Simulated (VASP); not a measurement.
# A VASP study of NbAs2 (optB86b-vdW): structure first, properties next, part 4 of 5

Aim: relax NbAs2 with optB86b-vdW, compute its properties on that cell and hold them against experiment. The start is a cell from a database of measured crystal structures.

VASP 6.6.1, plane waves and PAW; the level of theory is named at each step.

So far. Step 4 (Bands along the symmetry lines (optB86b-vdW)): There is no gap at this level. Step 5 (Density of states (optB86b-vdW)): The finer mesh and the other smearing move the Fermi level by +0.03 eV from the 7×7×7 run, a small shift, which tests the Fermi level alone. Of the states within 0.3 eV of the Fermi level, the largest shares in the PAW spheres are Nb d 44 % and As p 20 %. The rest lies in smaller channels or between the spheres.

The database entry behind the starting cell differs from later determinations by our own check (b about 0.4 % long), so it need not match the best structure at ambient conditions.

## (6) Zone-centre phonons (optB86b-vdW)

Level of this step: optB86b-vdW; plane waves and PAW (Nb_sv, As) (VASP).

Zone-centre modes test whether the atoms sit at a minimum within this cell. IBRION = 6 takes the force constants from differences of forces between displaced cells, so the forces must be tight.

Contents of INCAR:

```
SYSTEM = NbAs2
PREC = Accurate
ENCUT = 400
EDIFF = 1E-08
NELM = 100
ISMEAR = 1
SIGMA = 0.2
LREAL = .FALSE.
ALGO = Normal
GGA = MK
AGGAC = 0
LUSE_VDW = .TRUE.
PARAM1 = 0.1234
PARAM2 = 1
LASPH = .TRUE.
NBANDS = 29
LORBIT = 11
LWAVE = .FALSE.
LCHARG = .FALSE.
KPAR = 4
IBRION = 6
NFREE = 2
POTIM = 0.015
ISIF = 2
NSW = 1
```

Contents of POSCAR:

```
NbAs2
1.0
    0.0000000000     -3.3954269903      0.0000000000
   -4.7113772301      1.6977134952      0.0001648936
   -0.8578096760      1.6977134952     -6.8120314301
Nb As
2 4
Direct
    0.8430244161      0.8816078105      0.8044410217
    0.1569755839      0.1183921895      0.1955589783
    0.5940717459      0.2968785973      0.8912648945
    0.4059282541      0.7031214027      0.1087351055
    0.1412102462      0.7538551822      0.5285653101
    0.8587897538      0.2461448178      0.4714346899
```

Contents of KPOINTS:

```
Automatic mesh
0
Gamma
10 10 10
0 0 0
```

PAW data sets: Nb_sv and As (PBE family, release 64).

On the command line:

```bash
$ mpirun -np 4 vasp_std
```

Output:

```text
[... set-up lines as in an earlier step ...]
 entering main loop
       N       E                     dE             d eps       ncg     rms          rms(c)
DAV:   1     0.346193148808E+03    0.34619E+03   -0.20309E+04 16668   0.123E+03
DAV:   2    -0.378556762366E+01   -0.34998E+03   -0.33993E+03 21450   0.418E+02
DAV:   3    -0.307395669621E+02   -0.26954E+02   -0.26432E+02 26262   0.894E+01
DAV:   4    -0.331283547914E+02   -0.23888E+01   -0.23772E+01 26907   0.243E+01
DAV:   5    -0.331902438112E+02   -0.61889E-01   -0.61787E-01 24834   0.359E+00    0.115E+01
DAV:   6    -0.316717651676E+02    0.15185E+01   -0.12894E+01 24824   0.184E+01    0.401E+00
DAV:   7    -0.314360540567E+02    0.23571E+00   -0.19602E+00 26248   0.723E+00    0.287E+00
DAV:   8    -0.314096122814E+02    0.26442E-01   -0.18668E-01 22598   0.288E+00    0.738E-01
DAV:   9    -0.314116706673E+02   -0.20584E-02   -0.33131E-02 28986   0.960E-01    0.386E-01
DAV:  10    -0.314116925253E+02   -0.21858E-04   -0.60246E-03 25262   0.526E-01    0.727E-02
DAV:  11    -0.314116689928E+02    0.23533E-04   -0.47440E-04 25666   0.145E-01    0.305E-02
DAV:  12    -0.314116734600E+02   -0.44672E-05   -0.47310E-05 19934   0.452E-02    0.689E-03
DAV:  13    -0.314116733160E+02    0.14402E-06   -0.88963E-06 27913   0.142E-02    0.431E-03
DAV:  14    -0.314116731257E+02    0.19034E-06   -0.11701E-06 25318   0.637E-03    0.213E-03
DAV:  15    -0.314116731872E+02   -0.61531E-07   -0.15630E-07 21850   0.242E-03    0.499E-04
DAV:  16    -0.314116731388E+02    0.48428E-07   -0.23547E-08 15803   0.101E-03    0.194E-04
DAV:  17    -0.314116731698E+02   -0.31022E-07   -0.43907E-09 12393   0.585E-04    0.146E-04
DAV:  18    -0.314116731734E+02   -0.36512E-08   -0.16927E-09 12403   0.314E-04
   1 F= -.31411673E+02 E0= -.31412208E+02  d E =0.160444E-02
 Found     9 degrees of freedom:
 Finite differences POTIM= 0.01500 DOF=   9
 bond charge predicted
       N       E                     dE             d eps       ncg     rms          rms(c)
DAV:   1    -0.314048947982E+02    0.67784E-02   -0.92244E-01 16426   0.791E+00    0.124E-01
DAV:   2    -0.314098211745E+02   -0.49264E-02   -0.51494E-02 21024   0.173E+00    0.747E-02
DAV:   3    -0.314098953988E+02   -0.74224E-04   -0.11306E-03 25328   0.240E-01    0.543E-02
DAV:   4    -0.314098888997E+02    0.64991E-05   -0.14178E-04 27297   0.106E-01    0.197E-02
DAV:   5    -0.314098880069E+02    0.89279E-06   -0.39905E-05 23705   0.578E-02    0.978E-03
DAV:   6    -0.314098879534E+02    0.53456E-07   -0.48720E-06 21485   0.192E-02    0.660E-03
DAV:   7    -0.314098879733E+02   -0.19855E-07   -0.20975E-06 22940   0.130E-02    0.192E-03
DAV:   8    -0.314098880011E+02   -0.27845E-07   -0.30460E-07 24342   0.468E-03    0.659E-04
DAV:   9    -0.314098880022E+02   -0.11291E-08   -0.23985E-08 13393   0.145E-03
   2 F= -.31409888E+02 E0= -.31410376E+02  d E =0.146406E-02
[... from here on, the cycles between the ionic steps are left out ...]
   3 F= -.31409904E+02 E0= -.31410488E+02  d E =0.175208E-02
   4 F= -.31410233E+02 E0= -.31410764E+02  d E =0.159297E-02
   5 F= -.31410233E+02 E0= -.31410764E+02  d E =0.159296E-02
   6 F= -.31409364E+02 E0= -.31409894E+02  d E =0.158998E-02
   7 F= -.31409823E+02 E0= -.31410363E+02  d E =0.162043E-02
   8 F= -.31410114E+02 E0= -.31410708E+02  d E =0.178188E-02
   9 F= -.31410524E+02 E0= -.31411002E+02  d E =0.143395E-02
  10 F= -.31410870E+02 E0= -.31411405E+02  d E =0.160341E-02
  11 F= -.31410870E+02 E0= -.31411405E+02  d E =0.160341E-02
  12 F= -.31410793E+02 E0= -.31411345E+02  d E =0.165453E-02
  13 F= -.31410752E+02 E0= -.31411273E+02  d E =0.156116E-02
  14 F= -.31410581E+02 E0= -.31411158E+02  d E =0.173084E-02
  15 F= -.31410382E+02 E0= -.31410874E+02  d E =0.147707E-02
  16 F= -.31411017E+02 E0= -.31411552E+02  d E =0.160334E-02
  17 F= -.31411017E+02 E0= -.31411551E+02  d E =0.160333E-02
  18 F= -.31410380E+02 E0= -.31410909E+02  d E =0.158502E-02
 Finite differences progress:
  Degree of freedom:   9/  9
  Displacement:        1/  2
  Total:              17/ 18
 bond charge predicted
       N       E                     dE             d eps       ncg     rms          rms(c)
DAV:   1    -0.314091678082E+02    0.12124E-02   -0.44905E-01 16436   0.252E+00    0.186E-01
DAV:   2    -0.314105649686E+02   -0.13972E-02   -0.21098E-02 22992   0.905E-01    0.113E-01
DAV:   3    -0.314104250921E+02    0.13988E-03   -0.21009E-03 27156   0.375E-01    0.653E-02
DAV:   4    -0.314103959385E+02    0.29154E-04   -0.21768E-04 21955   0.112E-01    0.334E-02
DAV:   5    -0.314103992761E+02   -0.33376E-05   -0.45249E-05 22172   0.438E-02    0.814E-03
DAV:   6    -0.314103993684E+02   -0.92361E-07   -0.52307E-06 25677   0.201E-02    0.317E-03
DAV:   7    -0.314103994189E+02   -0.50431E-07   -0.76161E-07 22348   0.698E-03    0.134E-03
DAV:   8    -0.314103994402E+02   -0.21355E-07   -0.11119E-07 25161   0.215E-03    0.429E-04
DAV:   9    -0.314103994379E+02    0.23706E-08   -0.10545E-08 12363   0.115E-03
  19 F= -.31410399E+02 E0= -.31410938E+02  d E =0.161561E-02
 Finite differences progress:
  Degree of freedom:   9/  9
  Displacement:        2/  2
  Total:              18/ 18
```

Wall time 31 min (4 MPI ranks of AMD EPYC 9R45, shared host); peak memory 6 GiB.

OUTCAR, selected parts (step 6):

```text
   k-points           NKPTS =    282   k-points in BZ     NKDIM =    282   number of bands    NBANDS=     29

   NELECT =      46.0000    total number of electrons

 E-fermi :   8.0631

 k-point     1 :       0.0000    0.0000    0.0000
  band No.  band energies     occupation
    ...
     19       6.3347      2.00000
     20       6.3551      2.00000
     21       6.9737      2.00000
     22       7.2125      2.00000
     23       7.8627      2.05058
     24       8.8796     -0.00000
     25       9.2732     -0.00000
     26      10.0350     -0.00000
     27      10.8792     -0.00000
     28      10.9231     -0.00000
    ...

Total vdW correction in eV:      5.8307947

  Total       -0.0233228      0.0283941      0.0561351     -0.0000000     -0.0000000      0.1139044
  in kB       -0.3429027      0.4174627      0.8253233     -0.0000000     -0.0000000      1.6746735
  external PRESSURE =       0.2999611 kB  Pullay stress =       0.0000000 kB

 POSITION                                       TOTAL-FORCE (eV/Angst)
 -----------------------------------------------------------------------------------
     -4.84364      0.00000     -5.47973        -0.023086      0.000000     -0.092638
     -0.72554      0.00000     -1.33213         0.018954      0.000000     -0.041304
     -2.16324      0.00000     -6.07128        -0.019879      0.000000     -0.011269
     -3.40594      0.00000     -0.74059         0.016767     -0.000000     -0.013404
     -4.00510      1.69771     -3.61548         0.022143     -0.000000      0.170335
     -1.56408     -1.69771     -3.21139        -0.014898      0.000000     -0.011721
 -----------------------------------------------------------------------------------
    total drift:                               -0.000036      0.000000      0.000170

  FREE ENERGIE OF THE ION-ELECTRON SYSTEM (eV)
  ---------------------------------------------------
  free  energy   TOTEN  =       -31.4103994379 eV

  energy  without entropy=      -31.4120150471  energy(sigma->0) =      -31.41093797

Total vdW correction in eV:      5.8307948

 Eigenvectors and eigenvalues of the dynamical matrix
 ----------------------------------------------------

   1 f  =    8.668701 THz    54.467053 2PiTHz  289.156730 cm-1    35.850849 meV
             X         Y         Z           dx          dy          dz
     -4.843644  0.000000 -5.479732     0.187170   -0.000000    0.488878
     -0.725543  0.000000 -1.332134    -0.187170    0.000000   -0.488878
     -2.163243  0.000000 -6.071276    -0.127371    0.000000    0.055098
     -3.405944  0.000000 -0.740591     0.127371   -0.000000   -0.055098
     -4.005105  1.697713 -3.600479    -0.432392    0.000000   -0.140512
     -1.564082 -1.697713 -3.211387     0.432392   -0.000000    0.140512

   2 f  =    8.533339 THz    53.616550 2PiTHz  284.641551 cm-1    35.291039 meV
             X         Y         Z           dx          dy          dz
     -4.843644  0.000000 -5.479732    -0.425848    0.000000    0.307088
     -0.725543  0.000000 -1.332134    -0.425848    0.000000    0.307088
     -2.163243  0.000000 -6.071276     0.399595   -0.000000   -0.153190
     -3.405944  0.000000 -0.740591     0.399595   -0.000000   -0.153190
     -4.005105  1.697713 -3.600479     0.074653   -0.000000   -0.188770
     -1.564082 -1.697713 -3.211387     0.074653   -0.000000   -0.188770

   3 f  =    7.930909 THz    49.831371 2PiTHz  264.546649 cm-1    32.799589 meV
             X         Y         Z           dx          dy          dz
     -4.843644  0.000000 -5.479732    -0.456775    0.000000    0.115812
     -0.725543  0.000000 -1.332134     0.456775   -0.000000   -0.115812
     -2.163243  0.000000 -6.071276     0.472637   -0.000000   -0.006097
     -3.405944  0.000000 -0.740591    -0.472637    0.000000    0.006097
     -4.005105  1.697713 -3.600479    -0.225938    0.000000    0.058933
     -1.564082 -1.697713 -3.211387     0.225938   -0.000000   -0.058933

[...]
-3.405944  0.000000 -0.740591    -0.000000   -0.037848   -0.000000
     -4.005105  1.697713 -3.600479     0.000000    0.284991   -0.000000
     -1.564082 -1.697713 -3.211387    -0.000000   -0.284991    0.000000

   8 f  =    6.319351 THz    39.705653 2PiTHz  210.790860 cm-1    26.134724 meV
             X         Y         Z           dx          dy          dz
     -4.843644  0.000000 -5.479732     0.054565    0.000000    0.134080
     -0.725543  0.000000 -1.332134    -0.054565   -0.000000   -0.134080
     -2.163243  0.000000 -6.071276     0.234678   -0.000000    0.028749
     -3.405944  0.000000 -0.740591    -0.234678    0.000000   -0.028749
     -4.005105  1.697713 -3.600479     0.297700   -0.000000   -0.578377
     -1.564082 -1.697713 -3.211387    -0.297700    0.000000    0.578377

   9 f  =    5.625460 THz    35.345811 2PiTHz  187.645164 cm-1    23.265025 meV
             X         Y         Z           dx          dy          dz
     -4.843644  0.000000 -5.479732     0.089258    0.000000    0.153222
     -0.725543  0.000000 -1.332134     0.089258    0.000000    0.153222
     -2.163243  0.000000 -6.071276    -0.042879    0.000000   -0.559114
     -3.405944  0.000000 -0.740591    -0.042879    0.000000   -0.559114
     -4.005105  1.697713 -3.600479    -0.056649   -0.000000    0.388459
     -1.564082 -1.697713 -3.211387    -0.056649   -0.000000    0.388459

  10 f  =    5.382381 THz    33.818497 2PiTHz  179.536904 cm-1    22.259729 meV
             X         Y         Z           dx          dy          dz
     -4.843644  0.000000 -5.479732    -0.283427    0.000000   -0.245276
     -0.725543  0.000000 -1.332134     0.283427   -0.000000    0.245276
     -2.163243  0.000000 -6.071276    -0.262556    0.000000    0.434316
     -3.405944  0.000000 -0.740591     0.262556   -0.000000   -0.434316
     -4.005105  1.697713 -3.600479    -0.182092    0.000000   -0.262270
     -1.564082 -1.697713 -3.211387     0.182092   -0.000000    0.262270

  11 f  =    4.875180 THz    30.631658 2PiTHz  162.618492 cm-1    20.162114 meV
             X         Y         Z           dx          dy          dz
     -4.843644  0.000000 -5.479732     0.000000   -0.060905   -0.000000
     -0.725543  0.000000 -1.332134    -0.000000    0.060905    0.000000
     -2.163243  0.000000 -6.071276    -0.000000   -0.703060    0.000000
     -3.405944  0.000000 -0.740591     0.000000    0.703060   -0.000000
     -4.005105  1.697713 -3.600479    -0.000000   -0.044691    0.000000
     -1.564082 -1.697713 -3.211387     0.000000    0.044691   -0.000000

  12 f  =    4.346036 THz    27.306951 2PiTHz  144.968163 cm-1    17.973753 meV
             X         Y         Z           dx          dy          dz
     -4.843644  0.000000 -5.479732    -0.000000    0.111812    0.000000
     -0.725543  0.000000 -1.332134    -0.000000    0.111812    0.000000
     -2.163243  0.000000 -6.071276    -0.000000    0.427578    0.000000
     -3.405944  0.000000 -0.740591    -0.000000    0.427578    0.000000
     -4.005105  1.697713 -3.600479     0.000000   -0.551974   -0.000000
     -1.564082 -1.697713 -3.211387     0.000000   -0.551974   -0.000000

  13 f  =    4.335111 THz    27.238307 2PiTHz  144.603743 cm-1    17.928571 meV
             X         Y         Z           dx          dy          dz
     -4.843644  0.000000 -5.479732     0.000000    0.280968    0.000000
     -0.725543  0.000000 -1.332134    -0.000000   -0.280968   -0.000000
     -2.163243  0.000000 -6.071276    -0.000000   -0.065377   -0.000000
     -3.405944  0.000000 -0.740591     0.000000    0.065377    0.000000
     -4.005105  1.697713 -3.600479     0.000000    0.645587    0.000000
     -1.564082 -1.697713 -3.211387    -0.000000   -0.645587   -0.000000
    [... 42 further lines ...]
     -3.405944  0.000000 -0.740591    -0.381035    0.000000   -0.095399
     -4.005105  1.697713 -3.600479    -0.381055    0.000000   -0.095493
     -1.564082 -1.697713 -3.211387    -0.381055    0.000000   -0.095493

 ELASTIC MODULI CONTR FROM IONIC RELAXATION (kBar)
 Direction    XX          YY          ZZ          XY          YZ          ZX
 --------------------------------------------------------------------------------
 XX         -43.3293     17.3008     36.4630      0.0000     -0.0000     24.6161
 YY          17.3008   -135.5514   -133.4875      0.0000      0.0000    -48.5559
 ZZ          36.4630   -133.4875   -431.9116     -0.0000      0.0000    103.2077
 XY           0.0000      0.0000     -0.0000   -167.8644    -28.5247      0.0000
 YZ          -0.0000      0.0000      0.0000    -28.5247    -99.6575      0.0000
 ZX          24.6161    -48.5559    103.2077      0.0000      0.0000   -166.6169
 --------------------------------------------------------------------------------

[... 6 parts as in an earlier step ...]

[... 10 further parts left out ...]
```

CONTCAR:

```
NbAs2
   1.00000000000000
     0.0000000000000000   -3.3954269902999998    0.0000000000000000
    -4.7113772301000001    1.6977134951999999    0.0001648936000000
    -0.8578096760000000    1.6977134951999999   -6.8120314301000002
  Nb              As
     2     4
Direct
     0.8430244161000005    0.8816078105000003    0.8044410217000006
     0.1569755838999995    0.1183921894999997    0.1955589782999994
     0.5940717459000027    0.2968785973000010    0.8912648944999972
     0.4059282540999973    0.7031214026999990    0.1087351055000028
     0.1421107754098049    0.7534542640072748    0.5307672867122736
     0.8587897537999964    0.2461448178000012    0.4714346899000006
```

The last energy, forces, stress and levels in OUTCAR belong to the last displaced cell, not to the cell of POSCAR.

Numbers from this step:

```
bands                     : 29
irreducible k-points      : 282
pressure of the cell      : 0.001601 GPa
largest force of the cell : 0.01511 eV/Å
```

The modes at Γ (shares of kinetic energy by element, %):

```csv
mode,frequency (cm⁻¹),symmetry,Nb %,As %
1,0.0,acoustic,38,62
2,0.0,acoustic,38,62
3,0.0,acoustic,38,62
4,129.7,Bu,8,92
5,137.0,Ag,29,71
6,144.6,Bg,16,84
7,145.0,Au,2,98
8,162.6,Bg,1,99
9,179.5,Ag,28,72
10,187.6,Bu,6,94
11,210.8,Ag,4,96
12,215.5,Bg,83,17
13,232.9,Au,59,41
14,233.6,Ag,39,61
15,263.1,Bu,55,45
16,264.5,Ag,44,56
17,284.6,Bu,55,45
18,289.2,Ag,55,45
```

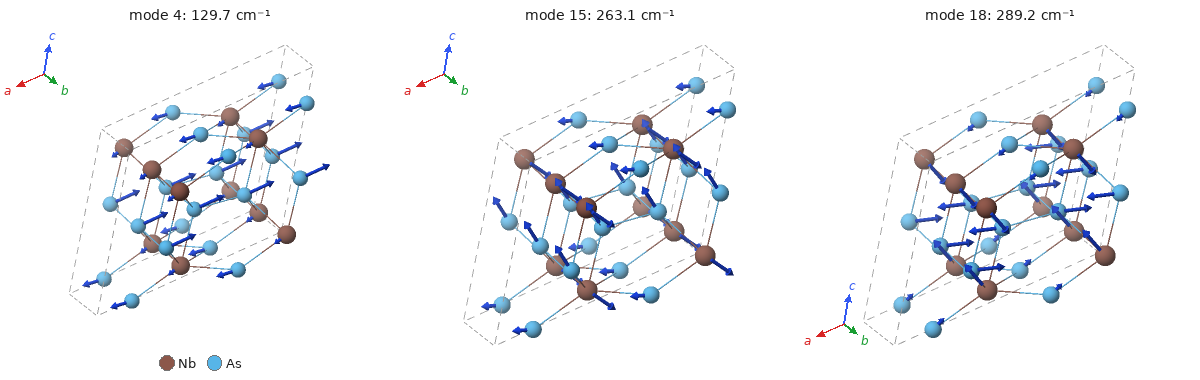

Displacement patterns of modes 4, 15 and 18 at Γ; arrows are exaggerated. 1×2×1 conventional cells are drawn. Some periodic images of atoms are drawn too.

The three acoustic modes come out at zero, and all others are real. By the characters of their eigenvectors the optical modes sort into (cm⁻¹) Raman active: Ag 137, Bg 145, Bg 163, Ag 180, Ag 211, Bg 216, Ag 234, Ag 265, Ag 289; infrared active: Bu 130, Au 145, Bu 188, Au 233, Bu 263, Bu 285. With a centre of inversion no mode is active in both.

(Part 4 of 5 ends here.)

[Lines on the potential files, build, host, timing and source positions are cut from VASP's logs without a mark.]

[Logs are printed without paths, hosts, clocks, repeated set-up lines and the standing remarks that a program may print on its own settings, such as how far it seeks lower states.]

[Hosts, paths, dates, database ids (printed as entryN), source tags and the programs' standing remarks are cut or masked in the printed files.]

[A measured line is paired with the nearest computed mode of its activity, which favours agreement.]
